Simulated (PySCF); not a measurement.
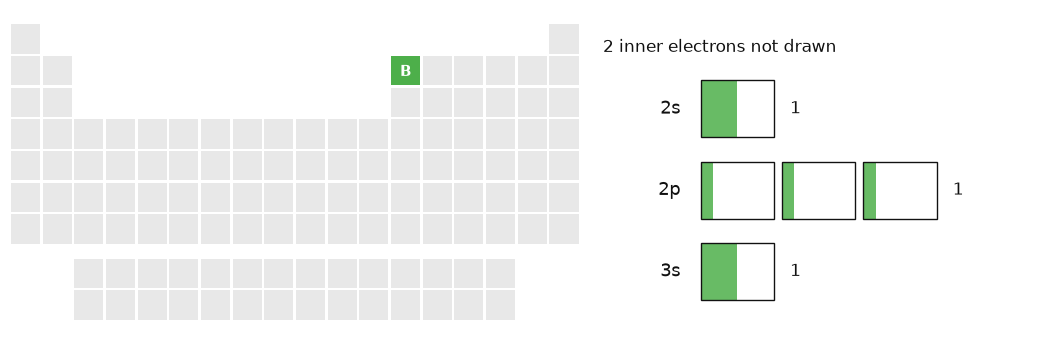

Fig. 1: Left, the place of boron in the periodic table; right, the outer shells of the nominal configuration: a box for each of the 2l + 1 orbitals, shaded by the share of the shell that is filled, with the electron count at the right.

**Atomic calculation for B**

System: B, configuration 1s2 2s1 2p1 3s1, multiplicity 4.
Method: unrestricted PBE0, def2-TZVPPD, non-relativistic, point nucleus (PySCF).

Results in brief:

- outcome: converged
- total energy: −24.281618 hartree
- kinetic energy: 24.242927 hartree
- ⟨S²⟩: 3.750
- ⟨L²⟩: 2.02
- SCF iterations: 6
- hardware: 1 CPU thread, shared host
- CPU time: 0.95 s (integrals apart)

Remarks:

The driver held the occupations shell by shell, and empty p levels lie below the filled 3s. This is not the ground configuration of the species.

Input:
```python
from pyscf import gto, scf, dft, mp, cc
import basis_set_exchange as bse
mol = gto.M(atom="B 0 0 0", charge=0, spin=3, symmetry="D2h",
            basis=gto.basis.parse(bse.get_basis("def2-TZVPPD", elements=["B"], fmt="nwchem")))
mf = dft.UKS(mol, xc="PBE0")
mf.irrep_nelec = {'Ag': (3, 1), 'B2u': (1, 0)}
mf.kernel()
```

The script is an equivalent of what the driver set up; the driver started from orbitals of its own, so the log can be shorter than this script's would be, and it computed the properties (radii, ⟨L²⟩, response) afterwards. It held the occupations shell by shell, which the script's counts by irreducible representation don't always enforce.

Log (extracts):
```
damping factor = 0
level_shift factor = 0
DIIS = <class 'pyscf.scf.diis.CDIIS'>
diis_start_cycle = 1
diis_space = 10
diis_damp = 0
SCF conv_tol = 1e-09
SCF conv_tol_grad = None
number electrons alpha = 4  beta = 1
XC functionals = PBE0
    C. Adamo and V. Barone.,  J. Chem. Phys. 110, 6158 (1999)
    M. Ernzerhof and G. E. Scuseria.,  J. Chem. Phys. 110, 5029 (1999)
cycle= 1 E= -24.2815525761719  delta_E= -0.00147  |g|= 0.005  |ddm|= 0.164
cycle= 2 E= -24.2816067518259  delta_E= -5.42e-05  |g|= 0.00113  |ddm|= 0.0877
cycle= 3 E= -24.2816164409091  delta_E= -9.69e-06  |g|= 0.000366  |ddm|= 0.0468
cycle= 4 E= -24.2816178621685  delta_E= -1.42e-06  |g|= 4.68e-05  |ddm|= 0.0226
cycle= 5 E= -24.2816178856342  delta_E= -2.35e-08  |g|= 1.8e-06  |ddm|= 0.00288
cycle= 6 E= -24.2816178856535  delta_E= -1.94e-11  |g|= 2.69e-07  |ddm|= 6.76e-05
converged SCF energy = -24.2816178856535  <S^2> = 3.7500034  2S+1 = 4.0000017
```

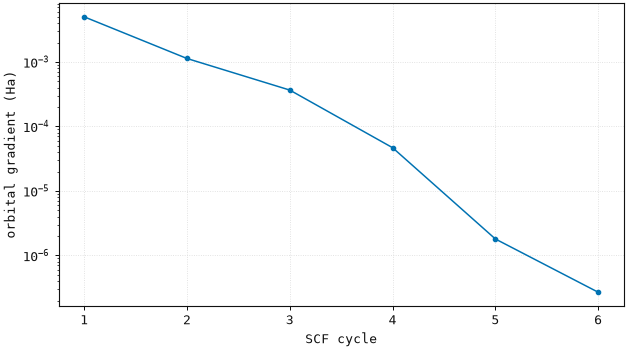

Fig. 2: Convergence: orbital gradient against the SCF cycle. The residual falls at every step. It goes from 0.0050 to 2.7×10⁻⁷ in 6 steps.

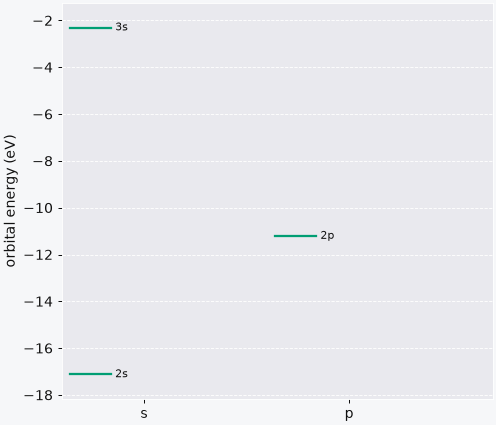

Fig. 3: Orbital energies of the mean field, from the top down to −17.1 eV, by angular momentum, α spin at the left of each column and β at the right; ×n counts the orbitals under one label. Empty levels that the record names by l alone aren't drawn. The highest filled orbital is 3s α at −2.31 eV, the lowest empty one p α at −7.66 eV.
